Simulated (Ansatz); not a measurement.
F₄Ti (SMILES [F][Ti]([F])([F])[F])

Input

```
crystal:
  periodic: [false, false, false]
  atoms:
    - {symbol: F, position_ang: [0.185223, -0.771530, 1.548170]}
    - {symbol: Ti, position_ang: [0.009858, -0.014667, -0.008209]}
    - {symbol: F, position_ang: [-1.240185, 1.192441, 0.071105]}
    - {symbol: F, position_ang: [-0.417625, -1.215448, -1.191921]}
    - {symbol: F, position_ang: [1.512630, 0.735504, -0.460645]}
basis:
  gaussian: {orbitals: def2-TZVPP}
hamiltonian: {xc: pbe0, dispersion: d4}
output: {orbitals: {seedname: orbitals}}
```

Command:

```sh
ansatz run in.yaml --threads 4 --pin off --events-out ev --progress --plain --max-ram 10444MiB
```

Geometry: PBE0-D4/def2-TZVP.

These are results of RKS PBE0-D4/def2-TZVPP in Ansatz, not measurements.

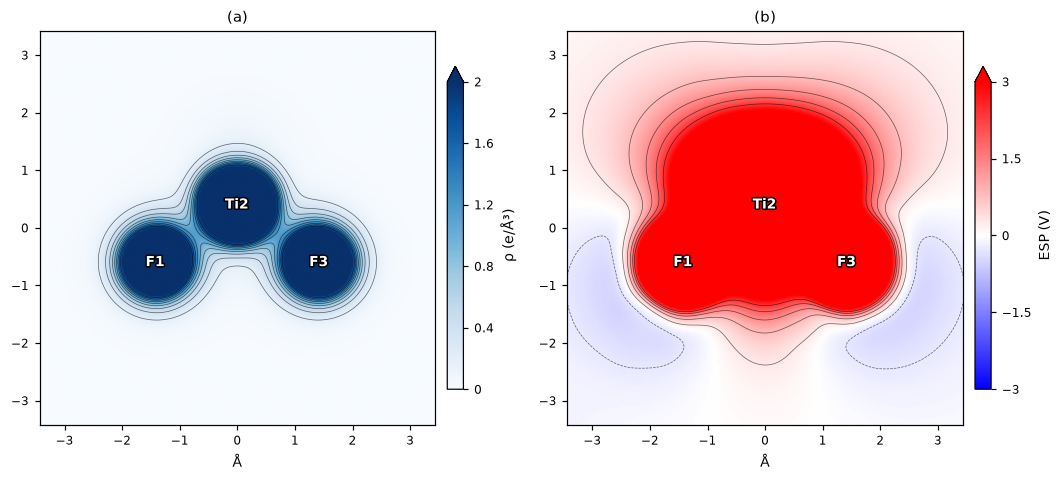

Figure 1. (a) total electron density; (b) electrostatic potential on the plane of atoms F1, Ti2 and F3.

Question: Describe what can be read from this map.

Answer:
- The plane passes through F and Ti nuclei.
- Ti–F (1.74 Å): the density is about 1.1 e/Å³ at the midpoint.
- Outside the dense part of the molecule the potential is most negative (−0.5 V) near F1 and F3.

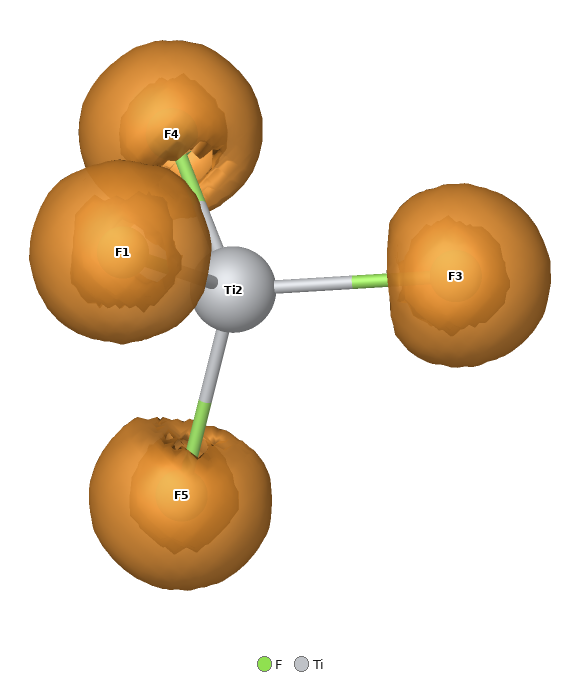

Figure 2. Isosurface of the ELF at 0.8 (orange), seen from one side. Only the valence region is drawn (cores and ρ < 0.01 e/Å³ removed).

Question: What do the ELF domains correspond to?

Answer: The surface consists of four regions wrapped around F (the valence shell of each).


Ti–F (1.74 Å): the ELF peaks at about 0.85 in the valence shell of F, 0.5 Å from its nucleus, and drops to about 0.25 between the two atoms.

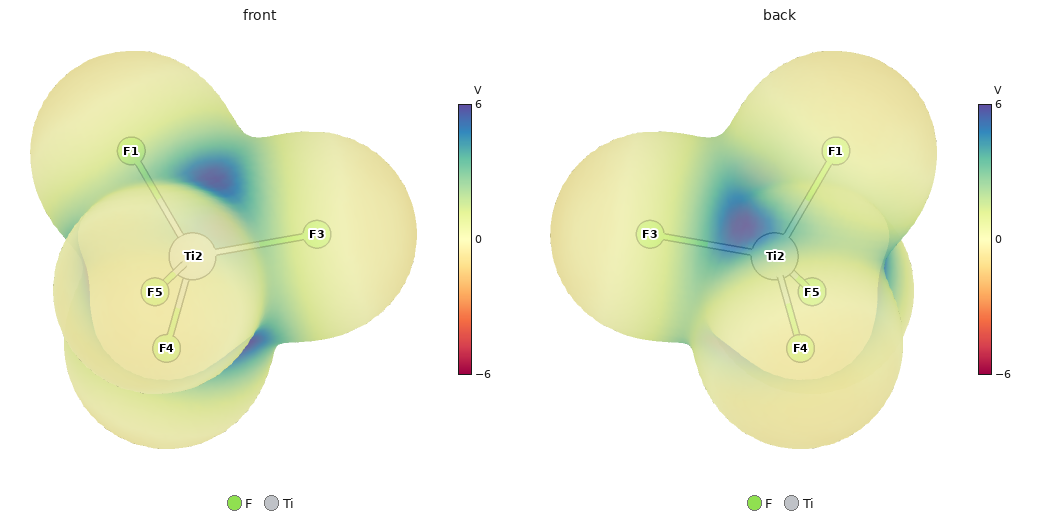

Figure 3. The molecular electrostatic potential painted on the density surface at 0.004 e/bohr³, seen from the front and from behind; the colour scale runs from red (negative) to blue (positive).

Question: Where is the surface potential most negative and most positive?

Answer: The most negative region (about −0.5 V) lies over F1, F3, F4 and F5, the most positive (about +5.8 V) over Ti2.
